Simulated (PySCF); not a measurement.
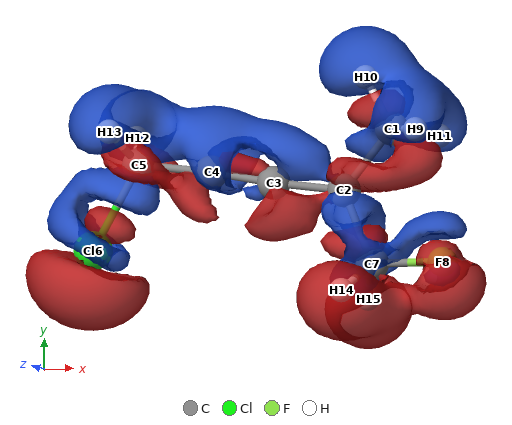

C6H7ClF, charge +1, SMILES `C[C+](C#CCCl)CF`. Change of the electron density in a uniform field of 0.26 V/Å, surfaces at ±0.0015 e/Å³ (red: gain, blue: loss).

PySCF calculation, PBE/6-31+G*, gas phase; geometry: GFN2-xTB. No frequency check shows the geometry to be a minimum. The basis has diffuse s and p functions alone, which still leaves polarisabilities too small, most of all across bonds. GFN2-xTB bond lengths at metals and heavier atoms can be off by up to 0.1 Å and shapes distorted, which carries into these values.

Cartesian coordinates (Å):

```
C1       2.4860    1.4367   -0.0110
C2       1.5690    0.3109    0.0038
C3       0.2135    0.4841    0.0092
C4      -0.9891    0.7078    0.0097
C5      -2.3888    0.8762    0.0082
Cl6     -3.2793   -0.6911   -0.0083
C7       2.1167   -1.0629    0.0096
F8       3.4704   -1.0566   -0.0048
H9       3.1940    1.3429    0.8219
H10      1.9876    2.4011    0.0098
H11      3.1386    1.3586   -0.8902
H12     -2.7014    1.4516   -0.8715
H13     -2.7038    1.4333    0.8989
H14      1.7882   -1.6151    0.9052
H15      1.7684   -1.6320   -0.8674
```

**Along which Cartesian direction does the field point?**

Along +y: electrons gather on the −y side, against the field.

**What dipole is induced, and what polarisability does it imply?**

The induced dipole is 0.96 D (along the field); α along this axis, from the fields in both directions, is 76 bohr³ (11.2 Å³).

**Which atoms gain and lose the most charge?**

Electrons gather most on Cl6 (Hirshfeld charge changes by −0.019 e) and leave H10 most (+0.009 e); 0.083 electrons are displaced in all.
